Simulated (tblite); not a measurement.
**Frequency calculation, with input and output: C4H9B2F3Si**

- system: C4H9B2F3Si
- method: GFN2-xTB harmonic vibrations, gas phase (tblite 0.8.0)

It belongs to a series of runs on one base structure; here: H on B replaced by allyl.

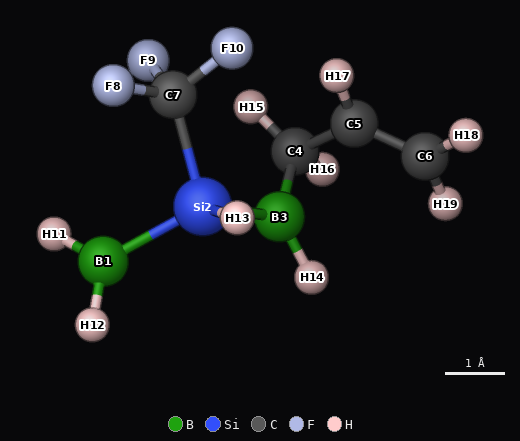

**Figure 1.** The input geometry (ball-and-stick view, seen at a tilt; atoms are numbered from 1 in the order of the input).

Summary

- outcome: converged
- total energy: −856.2640 eV
- zero-point energy: 77.1910 kcal/mol
- hardware: 1 CPU thread, shared host
- wall time: 1.6 s
- peak memory: 0.18 GiB

The input
```
{"job": {"kind": "ir", "xc": "GFN2-xTB", "basis": "xTB"}, "charge": 0, "multiplicity": 1}
B     -2.775045    -1.202112     0.734730
Si    -1.228169    -0.005199     0.817423
B      0.495047    -0.912705     0.492184
C      1.265363    -0.873574    -0.872851
C      1.877137     0.362043    -0.274242
C      2.859890     0.338900     0.628390
C     -1.560194     1.352375    -0.584922
F     -2.800801     1.883399    -0.507340
F     -1.456825     0.846525    -1.837898
F     -0.712389     2.407707    -0.551439
H     -3.241769    -1.531101    -0.285419
H     -3.224630    -1.674080     1.704255
H     -1.207674     0.940124     1.961922
H      0.926474    -1.599660     1.339877
H      0.729798    -0.643094    -1.787323
H      2.000332    -1.652159    -1.056630
H      1.461449     1.310711    -0.581454
H      3.266466     1.244855     1.045912
H      3.315737    -0.583706     0.947249
```

The first line tells a small driver script what to run in tblite; the rest is the geometry in Å.

Command:
```bash
OMP_NUM_THREADS=1 python <driver script> task.json out
```

What the program printed
```
mode    cm-1     km/mol
  1      13.0      0.59
  2      44.9      0.38
  3      60.9      3.72
  4      84.5      4.17
  5      95.5      1.02
  6     105.1      2.32
  7     144.7      0.82
  8     176.6      0.45
  9     196.7      6.62
 10     238.4     10.38
 11     258.6      9.37
 12     326.2     15.52
 13     361.2     51.48
 14     423.9      7.00
 15     457.0      4.28
 16     458.9      2.83
 17     539.2      9.48
 18     559.5     50.57
 19     616.0     19.34
 20     639.1      3.35
 21     650.8     32.78
 22     680.0      9.54
 23     711.4      7.47
 24     717.7    132.98
 25     743.4     38.84
 26     866.2      2.45
 27     891.2     15.49
 28     907.5      7.04
 29     989.0      7.79
 30    1003.8    169.55
 31    1007.8    206.05
 32    1022.6     12.98
 33    1027.8     27.13
 34    1113.8     85.35
 35    1121.6     92.16
 36    1138.9     13.93
 37    1161.9      7.53
 38    1174.0     36.45
 39    1286.2      2.34
 40    1396.3      0.49
 41    1483.9      2.58
 42    1634.1      6.60
 43    2111.5    309.25
 44    2618.0     92.94
 45    2650.6     57.58
 46    2687.4     85.07
 47    3027.6     30.55
 48    3055.1     10.86
 49    3084.0      9.72
 50    3101.3      7.73
 51    3130.6     27.25
```

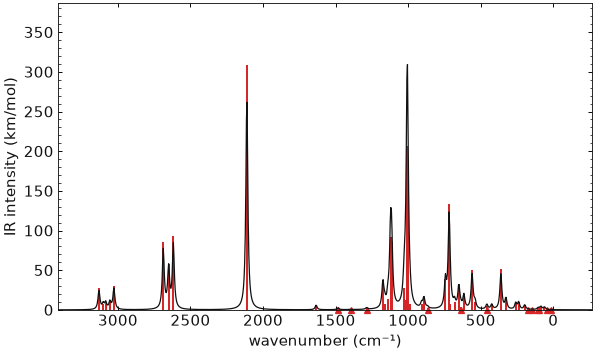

**Figure 2.** Harmonic infrared spectrum, unscaled: sticks (degenerate modes added up, dark ones marked on the axis) with a Lorentzian envelope of 16 cm⁻¹ full width, scaled to the tallest stick. 51 modes from 13 to 3131 cm⁻¹, none imaginary. The strongest line is at 2112 cm⁻¹ (309 km/mol).
